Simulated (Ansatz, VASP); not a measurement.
# RuS in two plane-wave programs, part 2 of 2

One calculation is typed for both programs; each brings its own data sets and cutoff. How far apart do they land? The cell is invented: As first built, before any earlier steps moved the atoms: it takes the ZrS structure with some of its atoms replaced by other elements, volume scaled by an estimate. It may not be a known or stable phase. The cell comes out of the VASP series on this material, whose earlier steps may have relaxed, scaled or displaced it; both programs get it as it stands.

VASP 6.6.1 and Ansatz 0.2.0.

So far. Step 2 (VASP: band structure, PBEsol): The run ends at a pressure of -6.14 GPa.

### 6. VASP: band structure, PBE, spin-orbit coupling

Level of this step: PBE, spin-orbit coupling, no spin polarisation; plane waves and PAW (Ru_pv, S); invented cell (VASP).

The same cell, functional, mesh and smearing now go to VASP, with its own data sets and cutoff.

File INCAR:

```
SYSTEM = RuS
PREC = Accurate
ENCUT = 400
EDIFF = 1E-06
NELM = 100
ISMEAR = 0
SIGMA = 0.02
LREAL = .FALSE.
ALGO = Normal
GGA = PE
LNONCOLLINEAR = .TRUE.
MAGMOM = 0 0 0 0 0 0
NBANDS = 32
GGA_COMPAT = .FALSE.
LASPH = .TRUE.
LSORBIT = .TRUE.
LMAXMIX = 4
LORBIT = 11
LWAVE = .FALSE.
LCHARG = .FALSE.
KPAR = 4
```

File POSCAR:

```
RuS
1.0
    0.0000000000      2.4502571123      2.4502571123
    2.4502571123      0.0000000000      2.4502571123
    2.4502571123      2.4502571123      0.0000000000
Ru S
1 1
Direct
    0.0000000000      0.0000000000      0.0000000000
    0.5000000000      0.5000000000      0.5000000000
```

File KPOINTS:

```
Automatic mesh
0
Gamma
6 6 6
0 0 0
```

File KPOINTS_OPT:

```
Line mode
16
Line-mode
Reciprocal
  0.00000000   0.00000000   0.00000000 GAMMA
  0.50000000   0.00000000   0.50000000 X

  0.50000000   0.00000000   0.50000000 X
  0.50000000   0.25000000   0.75000000 W

  0.50000000   0.25000000   0.75000000 W
  0.37500000   0.37500000   0.75000000 K

  0.37500000   0.37500000   0.75000000 K
  0.00000000   0.00000000   0.00000000 GAMMA

  0.00000000   0.00000000   0.00000000 GAMMA
  0.50000000   0.50000000   0.50000000 L

  0.50000000   0.50000000   0.50000000 L
  0.62500000   0.25000000   0.62500000 U

  0.62500000   0.25000000   0.62500000 U
  0.50000000   0.25000000   0.75000000 W

  0.50000000   0.25000000   0.75000000 W
  0.50000000   0.50000000   0.50000000 L

  0.50000000   0.50000000   0.50000000 L
  0.37500000   0.37500000   0.75000000 K

  0.62500000   0.25000000   0.62500000 U
  0.50000000   0.00000000   0.50000000 X
```

The projector-augmented-wave data sets are Ru_pv and S (PBE family, release 64).

On the command line:

```console
> mpirun -np 4 vasp_ncl
```

Numbers of over 12 decimals in the logs are rounded to 6 here.

Log:

```text
[banner, memory and clock lines left out]
running    4 mpi-ranks, on    1 nodes
[...]
LDA part: xc-table for (Slater+PW92), standard interpolation
 POSCAR, INCAR and KPOINTS ok, starting setup
[...]
entering main loop
       N       E                     dE             d eps       ncg     rms          rms(c)
DAV:   1     0.162120702742E+03    0.16212E+03   -0.96717E+03  1072   0.102E+03
DAV:   2    -0.712047298807E+01   -0.16924E+03   -0.16369E+03  1160   0.333E+02
DAV:   3    -0.130510718422E+02   -0.59306E+01   -0.58671E+01  1248   0.635E+01
DAV:   4    -0.131246323628E+02   -0.73561E-01   -0.73480E-01  1192   0.704E+00
[...]
DAV:  11    -0.127880213153E+02   -0.46282E-04   -0.11948E-04  1232   0.794E-02    0.493E-02
DAV:  12    -0.127879985903E+02    0.22725E-04   -0.32752E-05  1144   0.441E-02    0.197E-02
DAV:  13    -0.127879985849E+02    0.53751E-08   -0.68849E-06  1240   0.193E-02
   1 F= -.12787999E+02 E0= -.12787532E+02  d E =-.932307E-03  mag=    -0.0000     0.0000    -0.0000
 Start KPOINTS_OPT (optional k-point list driver)
k-point batch [1-16\160]
       N       E                     dE             ncg
DAV:   1     0.977020287508E+03   -0.39615E+04     1056
DAV:   2    -0.174041680622E+04   -0.27174E+04     1208
DAV:   3    -0.182717299929E+04   -0.86756E+02     1200
DAV:   4    -0.182819985899E+04   -0.10269E+01     1344
DAV:   5    -0.182821671536E+04   -0.16856E-01     1160
DAV:   6    -0.182821742418E+04   -0.70882E-03     1384
DAV:   7    -0.182821743459E+04   -0.10411E-04     1112
DAV:   8    -0.182821743504E+04   -0.44815E-06      928
[...]
k-point batch [145-160\160]
       N       E                     dE             ncg
DAV:   1     0.884537809123E+03   -0.10424E+05     1080
DAV:   2    -0.175713744588E+04   -0.26417E+04     1152
DAV:   3    -0.184589778895E+04   -0.88760E+02     1272
DAV:   4    -0.184680696417E+04   -0.90918E+00     1152
DAV:   5    -0.184681873780E+04   -0.11774E-01     1240
DAV:   6    -0.184681896135E+04   -0.22354E-03     1200
DAV:   7    -0.184681896582E+04   -0.44720E-05     1256
DAV:   8    -0.184681896591E+04   -0.91994E-07      840
```

From OUTCAR (step 6):

```text
  Total        0.0776743      0.0776743      0.0776743     -0.0000000      0.0000000     -0.0000000
  in kB        4.2298291      4.2298291      4.2298291     -0.0000000      0.0000000     -0.0000000
  external PRESSURE =       4.2298291 kB  Pullay stress =       0.0000000 kB

 POSITION                                       TOTAL-FORCE (eV/Angst)
 -----------------------------------------------------------------------------------
      0.00000      0.00000      0.00000        -0.000000     -0.000000      0.000000
      2.45026      2.45026      2.45026         0.000000      0.000000     -0.000000
 -----------------------------------------------------------------------------------
    total drift:                                0.000000     -0.000000     -0.000000

  FREE ENERGIE OF THE ION-ELECTRON SYSTEM (eV)
  ---------------------------------------------------
  free  energy   TOTEN  =       -12.7879985849 eV

  energy  without entropy=      -12.7870662779  energy(sigma->0) =      -12.78753243

 magnetization (x)
# of ion       s       p       d       tot
------------------------------------------
    1        0.000  -0.000   0.000   0.000
    2       -0.000  -0.000   0.000  -0.000
--------------------------------------------------
tot         -0.000  -0.000   0.000   0.000

 magnetization (y)
# of ion       s       p       d       tot
------------------------------------------
    1        0.000  -0.000   0.000   0.000
    2        0.000   0.000   0.000   0.000
--------------------------------------------------
tot          0.000   0.000   0.000   0.000

 magnetization (z)
# of ion       s       p       d       tot
------------------------------------------
    1        0.000   0.000  -0.000   0.000
    2        0.000  -0.000   0.000  -0.000
--------------------------------------------------
tot          0.000  -0.000  -0.000   0.000

[... 1 part as in an earlier step ...]

[... 2 further parts left out ...]
[key lines of the parts left out:]
E-fermi :  10.3184
```

The run ends at a pressure of 0.42 GPa.

### 7. Differences

What differs besides the data sets and the points named for the pairs above, as far as they apply: spin-orbit coupling enters by fully relativistic files in Ansatz and inside the spheres in VASP; the data sets hold 22 valence electrons in Ansatz (fully relativistic PAW (standard-fr) files) and 20 in VASP. Total energies have different zeros and are not compared.

Both answers:

| quantity | Ansatz | VASP | difference |
| --- | --- | --- | --- |
| pressure (GPa) | 0.88 | 0.42 | +0.46 |

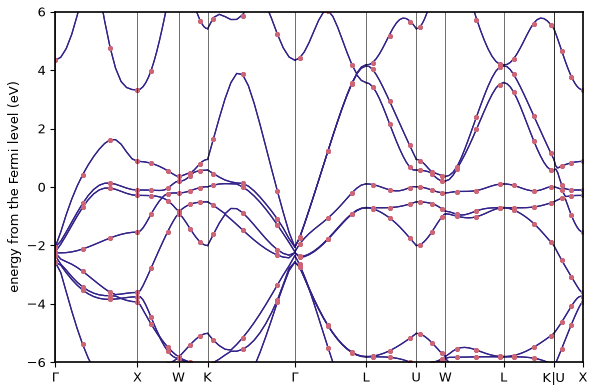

Bands from VASP (lines) and levels from Ansatz (dots). Dots without a line are higher empty bands that the VASP plot leaves out.

Levels from 3 eV below to 2 eV above the Fermi level differ by 2 meV r.m.s. and 7 meV at most; each VASP level is matched to the nearest of Ansatz, which flatters the figure a little.

### 8. Results

| Property | Result |
| --- | --- |
| r.m.s. difference of levels near the Fermi level (band structure, PBEsol) | 2.9 meV |
| r.m.s. difference of levels near the Fermi level (band structure, PBE, spin-orbit coupling) | 1.9 meV |

**Reading.** The r.m.s. difference of levels near the Fermi level is 2.9 meV (band structure, PBEsol), within the 80 meV picked in this series as the mark of a large difference. How closely two codes agree says nothing of how well the functional describes the real material.

[Lines on the potential files, build, host, timing and source positions are cut from VASP's logs without a mark.]

[Logs are printed without paths, hosts, clocks, repeated set-up lines and the standing remarks that a program may print on its own settings, such as how far it seeks lower states.]

[Hosts, paths, dates, database ids (printed as entryN), source tags and the programs' standing remarks are cut or masked in the printed files.]
